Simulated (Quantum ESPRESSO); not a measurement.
# Rb (Im-3m): from the cell to the phonon bands, part 3 of 3

How does Rb (Im-3m) vibrate, and is this structure a minimum?

Quantum ESPRESSO 7.5; DFT LDA, scalar-relativistic, plane waves, PseudoDojo norm-conserving pseudopotentials.

So far. Step 5 (Phonons on a q mesh): The acoustic modes at Γ come out as far as 0.6 cm⁻¹ from zero, where they should vanish, a small numerical error. The relaxed cell has a = 5.375 Å (conventional setting).

The database entry behind the starting cell lists a temperature near 78 K, so it need not match the best structure at ambient conditions.

## 7. Interpolated phonon bands (continued)

Lowest modes at the softest wavevector of the mesh; phase exp(i q.(R + tau)). Modes at q = (0.250, -0.250, 0.000):

| mode | frequency (cm⁻¹) |
| --- | --- |
| 1 | 6.5 |
| 2 | 22.4 |
| 3 | 36.7 |

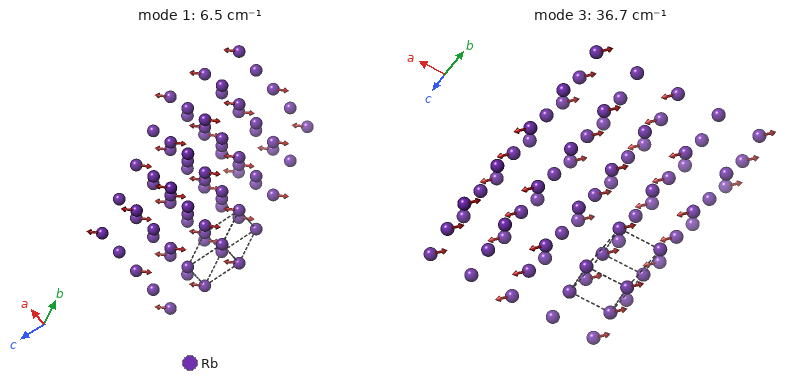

Displacement patterns of modes 1 and 3 at q = (0.250, -0.250, 0.000); arrows are exaggerated. 4×4×2 cells are drawn. The axes are those of the cell as run, not the conventional ones. Some periodic images of atoms are drawn too.

Force constants by pair (phonopy on the run's constants); pairs near half the supercell's span include their periodic images. Pair force constants, by row:

| atom | neighbour | distance (Å) | third of the trace (eV/Å²) | along the pair's line (eV/Å²) |
| --- | --- | --- | --- | --- |
| Rb1 | itself | 0 | 0.404 | – |
| Rb1 | Rb | 4.655 | -0.0461 | -0.1558 |
| Rb1 | Rb | 5.375 | -0.0107 | -0.0298 |

Harmonic mean-square displacement, third of the trace. Mean-square displacements:

| T (K) | Rb1 U_eq (Å²) |
| --- | --- |
| 0 | 0.00746 |
| 100 | 0.06232 |
| 300 | 0.1857 |
| 600 | 0.3711 |

Mode patterns, pair constants, displacements and means over the zone were worked out by phonopy from the force constants of q2r.x.

All branches are real along the path.

## 8. Sums over the zone

Sums over the zone need many more wavevectors than were solved, so the interpolation is sampled on a dense mesh.

Contents of matdyn.in:

```
&input
   asr = 'simple'
   flfrc = 'x.fc'
   dos = .true.
   fldos = 'x.dos'
   nk1 = 12
   nk2 = 12
   nk3 = 12
   deltaE = 0.3
/
```

Started as:

```
$ matdyn.x -in matdyn.in > matdyn.out
```

Numbers of over 12 decimals in the logs are rounded to 6 here.

What it wrote:

```text
[banner, memory and clock lines left out]
Program MATDYN v.7.5

 mass for atomic type   1 not given; uses mass from file x.fc
     Message from routine matdyn:
     Z* not found in file x.fc, TO-LO splitting at q=0 will be absent!

Note: The following floating-point exceptions are signalling: IEEE_UNDERFLOW_FLAG
```

Elapsed: 0.96 s, on 1 thread of Intel Xeon 6975P-C (Granite Rapids), shared host.

Read from the output:

```yaml
share_of_modes_beyond_3i_cm_minus1_on_the_dense_interpolated_mesh: 0
zero_point_energy_per_atom: 6.23 meV
heat_capacity_at_300_k: 24.88 J/(mol atoms K)
vibrational_entropy_at_300_k: 72.86 J/(mol atoms K)
```

The phonon density of states has structure finer than the step of the table below, so its rows give means over 5 cm⁻¹, whole bins alone (the curve runs from 0 to 53.7 cm⁻¹). Peaks (cm⁻¹: height): 49.2: 0.213.

Tetrahedra. The phonon density of states by wavenumber; means over each step:

| wavenumber (cm⁻¹) | phonon density of states (1/cm⁻¹/cell) |
| --- | --- |
| 5 | 0.00364 |
| 10 | 0.0261 |
| 15 | 0.0504 |
| 20 | 0.0684 |
| 25 | 0.0553 |
| 30 | 0.0626 |
| 35 | 0.0788 |
| 40 | 0.0687 |
| 45 | 0.0684 |
| 50 | 0.113 |

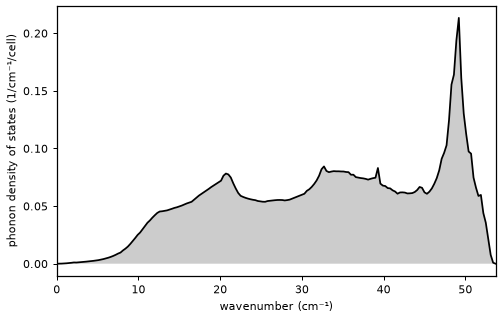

Phonon density of states against wavenumber.

Harmonic thermodynamic functions per atom, summed over the density of states scaled to three modes an atom; melting is ignored. Thermodynamic functions:

| T (K) | F_vib (meV/atom) | S (J/mol-atom/K) | C_V (J/mol-atom/K) |
| --- | --- | --- | --- |
| 0 | 6.23 | 0 | 0 |
| 50 | -1.09 | 29.2 | 22.89 |
| 100 | -20.95 | 45.7 | 24.4 |
| 200 | -78.16 | 62.79 | 24.81 |
| 300 | -148.8 | 72.86 | 24.88 |
| 400 | -228.2 | 80.02 | 24.91 |
| 500 | -314.1 | 85.58 | 24.92 |
| 600 | -405.3 | 90.13 | 24.93 |
| 700 | -500.7 | 93.97 | 24.93 |
| 800 | -599.9 | 97.3 | 24.93 |
| 900 | -702.3 | 100.2 | 24.94 |
| 1000 | -807.5 | 102.9 | 24.94 |

At 300 K the heat capacity has reached 100 % of the Dulong-Petit value.

## 9. The dispersion under another sum rule (asr all)

The sum rule corrects the force constants themselves, so it can shift branches at any wavevector, low ones most.

Contents of matdyn.in:

```
&input
   asr = 'all'
   flfrc = 'x.fc'
   flfrq = 'x.freq'
   flvec = 'x.modes'
   q_in_band_form = .true.
   q_in_cryst_coord = .true.
/
8
  0.0000000   0.0000000   0.0000000   8  ! GAMMA
  0.5000000  -0.5000000   0.5000000   8  ! H
 -0.0000000  -0.0000000   0.5000000   8  ! N
  0.0000000   0.0000000   0.0000000   8  ! GAMMA
  0.2500000   0.2500000   0.2500000   8  ! P
  0.5000000  -0.5000000   0.5000000   1  ! H
  0.2500000   0.2500000   0.2500000   8  ! P
 -0.0000000  -0.0000000   0.5000000   1  ! N
```

Started as:

```
$ matdyn.x -in matdyn.in > matdyn.out
```

What it wrote:

```text
[banner, memory and clock lines left out]
Program MATDYN v.7.5

 mass for atomic type   1 not given; uses mass from file x.fc
 Norm of the difference between old and new effective charges:    0.000000

 Huang before:    1   1   1   2,   residual stress:  -0.000000
 Huang before:    1   1   1   3,   residual stress:   0.000000
 Huang before:    1   1   2   2,   residual stress:   0.000000
 Huang before:    1   1   2   3,   residual stress:  -0.000000
 Huang before:    1   1   3   3,   residual stress:  -0.000000
 Huang before:    1   2   1   3,   residual stress:  -0.000000
 Huang before:    1   2   2   2,   residual stress:   0.000000
 Huang before:    1   2   2   3,   residual stress:  -0.000000
 Huang before:    1   2   3   3,   residual stress:   0.000000
 Huang before:    1   3   2   2,   residual stress:  -0.000000
 Huang before:    1   3   2   3,   residual stress:   0.000000
 Huang before:    1   3   3   3,   residual stress:  -0.000000
 Huang before:    2   2   2   3,   residual stress:   0.000000
 Huang before:    2   2   3   3,   residual stress:  -0.000000
 Huang before:    2   3   3   3,   residual stress:  -0.000000

 Norm of the difference between old and new force-constants:   4.93634e-07

     Message from routine matdyn:
     Z* not found in file x.fc, TO-LO splitting at q=0 will be absent!
     Message from routine matdyn:
     Z* not found in file x.fc, TO-LO splitting at q=0 will be absent!

Note: The following floating-point exceptions are signalling: IEEE_UNDERFLOW_FLAG

   You are using asr="all", please consider citing C. Lin, S. Ponc\'e and N. Marzari, npj Comput Mater 8, 236 (2022).
```

Run time: 0.65 s. Hardware: 1 thread.

At the labelled points the branches move by no more than 0.2 cm⁻¹.

## 10. What came out

```json
{"space group after relaxation": "Im-3m", "volume per atom": "77.6 Å³", "q mesh": "4×4×4", "lowest mode on the q mesh (acoustic ones at the zone centre apart)": "6.51 cm⁻¹", "zero-point energy per atom": "6.23 meV", "heat capacity at 300 K": "24.9 J/(mol atoms K)", "vibrational entropy at 300 K": "72.9 J/(mol atoms K)", "imaginary modes on the q mesh": "none"}
```

In words: Rb (Im-3m) is dynamically stable on the 4×4×4 mesh; its spectrum reaches 54 cm⁻¹. These are harmonic frequencies at zero temperature: anharmonic shifts and linewidths and thermal expansion are left out. In a metal the frequencies hang on the k mesh and the smearing, most of all near Kohn anomalies.

[Host names and launcher messages were left out of these logs when they were recorded.]

[Logs are printed without paths, hosts, clocks, repeated set-up lines and the standing remarks that a program may print on its own settings, such as how far it seeks lower states.]

[Hosts, paths, dates, database ids (printed as entryN), source tags and the programs' standing remarks are cut or masked in the printed files.]
